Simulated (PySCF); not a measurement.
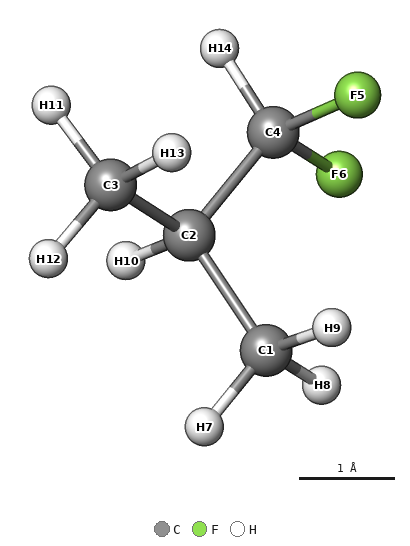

Figure 1. The structure as given in the input (ball-and-stick view, seen at a tilt; atoms are numbered from 1 in the order of the input). Bond lengths as drawn: C–C 1.52 Å, C–F 1.35 to 1.36 Å and C–H 1.10 to 1.11 Å.

# C4H8F2: one change and its effect

System: C4H8F2 (1,1-difluoro-2-methylpropane).
Method of run A: GIAO PBE0/6-31G* NMR shielding, non-relativistic, gas phase (PySCF 2.14.0).

The geometry comes from this level: PBE0-D3(BJ)/def2-SVP. Text and figures count atoms from 1; the logs count them from 0 in places.

### Input file, run A
```
{"job": {"kind": "nmr", "xc": "PBE0", "basis": "6-31G*", "pop": true}, "charge": 0, "multiplicity": 1}
C      1.436941     0.116024     0.180245
C      0.045696    -0.153154    -0.378890
C     -0.690111    -1.246244     0.385792
C     -0.782143     1.115601    -0.401220
F     -0.940416     1.602855     0.855379
F     -0.167697     2.076523    -1.130083
H      2.051945    -0.794725     0.140382
H      1.947758     0.903508    -0.391348
H      1.375756     0.442447     1.229429
H      0.137218    -0.457253    -1.436719
H     -1.669446    -1.473421    -0.064193
H     -0.102710    -2.175867     0.395472
H     -0.859516    -0.940986     1.429651
H     -1.789258     0.956247    -0.828615
```

The first line tells a small driver script what to run in PySCF; the rest is the geometry in Å.

Launched with:
```bash
OMP_NUM_THREADS=1 python <driver script> task.json out
```

Hardware: 1 CPU thread, shared host.

### Output (run A)
```
coarse grid: 11480 points
cycle   1  E = -356.4730311465  dE =  5.409e-01  |g| = 7.178e-01  |ddm| = 3.122e+00
cycle   2  E = -356.4082078127  dE =  6.482e-02  |g| = 9.687e-01  |ddm| = 1.128e+00
cycle   3  E = -356.5679585536  dE = -1.598e-01  |g| = 6.114e-02  |ddm| = 6.537e-01
cycle   4  E = -356.5686608256  dE = -7.023e-04  |g| = 2.667e-02  |ddm| = 7.395e-02
cycle   5  E = -356.5688314363  dE = -1.706e-04  |g| = 3.900e-03  |ddm| = 2.742e-02
cycle   6  E = -356.5688347255  dE = -3.289e-06  |g| = 1.119e-03  |ddm| = 4.596e-03
final grid: 111016 points
cycle   7  E = -356.5460923490  dE = -2.564e-05  |g| = 9.009e-03  |ddm| = 1.981e-02
cycle   8  E = -356.5460812382  dE =  1.111e-05  |g| = 1.198e-02  |ddm| = 1.769e-02
cycle   9  E = -356.5461105550  dE = -2.932e-05  |g| = 7.610e-04  |ddm| = 9.575e-03
cycle  10  E = -356.5461106697  dE = -1.147e-07  |g| = 1.872e-04  |ddm| = 6.915e-04
cycle  11  E = -356.5461106763  dE = -6.567e-09  |g| = 3.241e-05  |ddm| = 1.435e-04
cycle  12  E = -356.5461106765  dE = -2.221e-10  |g| = 1.193e-05  |ddm| = 3.869e-05
converged SCF energy = -356.5461106765

GIAO shielding tensors (ppm)
atom      isotropic    diamagn.    paramagn.     s11        s22        s33       span
  0 C      180.570     247.772     -67.202    171.469    175.472    194.770     23.300
  1 C      161.749     242.921     -81.172    153.411    160.550    171.288     17.877
  2 C      176.790     248.174     -71.385    165.074    171.022    194.273     29.199
  3 C       79.384     238.499    -159.114     60.695     85.224     92.234     31.539
  4 F      346.201     472.865    -126.664    255.301    359.139    424.164    168.862
  5 F      329.130     471.351    -142.221    235.053    346.739    405.598    170.545
  6 H       31.288      29.880       1.408     27.026     29.456     37.382     10.356
  7 H       30.566      29.570       0.996     25.523     29.325     36.849     11.327
  8 H       30.933      30.031       0.902     27.150     29.554     36.095      8.945
  9 H       30.254      30.062       0.192     26.840     28.696     35.227      8.388
 10 H       31.026      29.697       1.329     26.921     28.478     37.678     10.757
 11 H       31.054      29.832       1.222     26.834     29.305     37.024     10.190
 12 H       30.988      29.961       1.027     27.218     29.864     35.881      8.664
 13 H       26.244      27.562      -1.318     23.647     25.203     29.883      6.236
```

For run B the input was changed thus:
```diff
-"basis": "6-31G*"
+"basis": "pcSseg-2"
```

Predict how the results change.

The total energy of run B is 97.2 kcal/mol lower, which measures the change of basis and not a stability. The HOMO goes from −8.82 to −9.18 eV. The LUMO goes from 2.67 to 0.52 eV. The dipole moment goes from 1.86 to 2.16 D. Of all shieldings, the largest change is that of C4, by −20.6 ppm. The number of SCF iterations is the same. The basis functions go from 100 to 328.

### Output (run B)
```
coarse grid: 11480 points
cycle   1  E = -356.6104866760  dE =  5.335e-01  |g| = 7.185e-01  |ddm| = 2.311e+00
cycle   2  E = -356.5400453981  dE =  7.044e-02  |g| = 1.005e+00  |ddm| = 8.486e-01
cycle   3  E = -356.6993977882  dE = -1.594e-01  |g| = 6.723e-02  |ddm| = 4.925e-01
cycle   4  E = -356.7000428282  dE = -6.450e-04  |g| = 3.377e-02  |ddm| = 5.714e-02
cycle   5  E = -356.7002929353  dE = -2.501e-04  |g| = 5.330e-03  |ddm| = 2.504e-02
cycle   6  E = -356.7002986396  dE = -5.704e-06  |g| = 1.167e-03  |ddm| = 4.407e-03
final grid: 111016 points
cycle   7  E = -356.7010435133  dE = -1.189e-04  |g| = 7.810e-03  |ddm| = 5.278e-02
cycle   8  E = -356.7010355075  dE =  8.006e-06  |g| = 1.014e-02  |ddm| = 1.156e-02
cycle   9  E = -356.7010575056  dE = -2.200e-05  |g| = 9.041e-04  |ddm| = 6.504e-03
cycle  10  E = -356.7010576057  dE = -1.002e-07  |g| = 3.976e-04  |ddm| = 6.895e-04
cycle  11  E = -356.7010576309  dE = -2.517e-08  |g| = 5.613e-05  |ddm| = 2.334e-04
cycle  12  E = -356.7010576315  dE = -5.725e-10  |g| = 2.035e-05  |ddm| = 5.087e-05
converged SCF energy = -356.7010576315

GIAO shielding tensors (ppm)
atom      isotropic    diamagn.    paramagn.     s11        s22        s33       span
  0 C      170.830     242.998     -72.168    161.072    164.054    187.363     26.291
  1 C      147.011     244.572     -97.561    138.698    144.522    157.813     19.115
  2 C      165.790     243.378     -77.588    152.406    158.722    186.241     33.836
  3 C       58.808     237.817    -179.009     38.464     65.922     72.039     33.575
  4 F      328.216     469.352    -141.136    222.263    343.827    418.557    196.294
  5 F      309.026     467.195    -158.169    198.490    329.604    398.986    200.496
  6 H       30.583      29.712       0.872     26.259     28.442     37.049     10.790
  7 H       29.836      29.428       0.408     24.751     28.463     36.294     11.543
  8 H       30.309      30.258       0.051     26.483     28.818     35.625      9.142
  9 H       29.462      31.292      -1.830     26.016     27.667     34.704      8.688
 10 H       30.255      29.845       0.410     26.044     27.482     37.237     11.193
 11 H       30.306      29.727       0.580     25.981     28.300     36.638     10.656
 12 H       30.303      30.465      -0.162     26.482     29.076     35.352      8.870
 13 H       25.600      28.925      -3.324     23.149     24.711     28.941      5.792
```

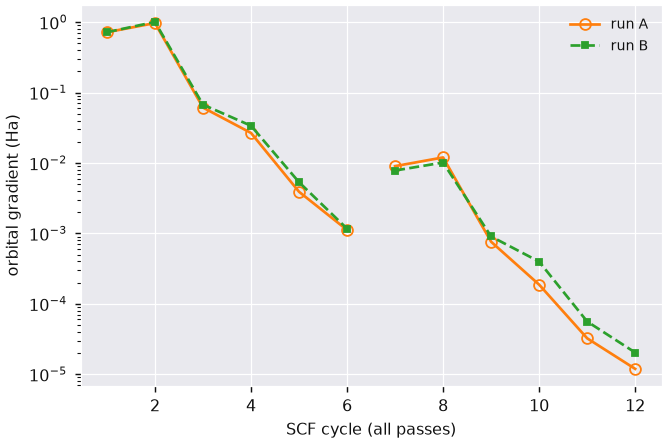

Figure 2. Convergence of the two runs: orbital gradient against the SCF cycle. A break in a curve parts two SCF passes (coarse and final grid). Run A takes 12 cycles in all, and run B takes 12.

### The two runs side by side

```csv
quantity,run A,run B
outcome,converged,converged
total energy (hartree),−356.546111,−356.701058
HOMO (eV),−8.82,−9.18
LUMO (eV),2.67,0.52
dipole moment (D),1.86,2.16
shielding of C1 (ppm),180.6,170.8
shielding of C2 (ppm),161.7,147.0
shielding of C3 (ppm),176.8,165.8
shielding of C4 (ppm),79.4,58.8
shielding of F5 (ppm),346.2,328.2
shielding of F6 (ppm),329.1,309.0
shielding of H10 (ppm),30.3,29.5
SCF iterations,12,12
basis functions,100,328
wall time (shared host),7.1 s,46 s
```
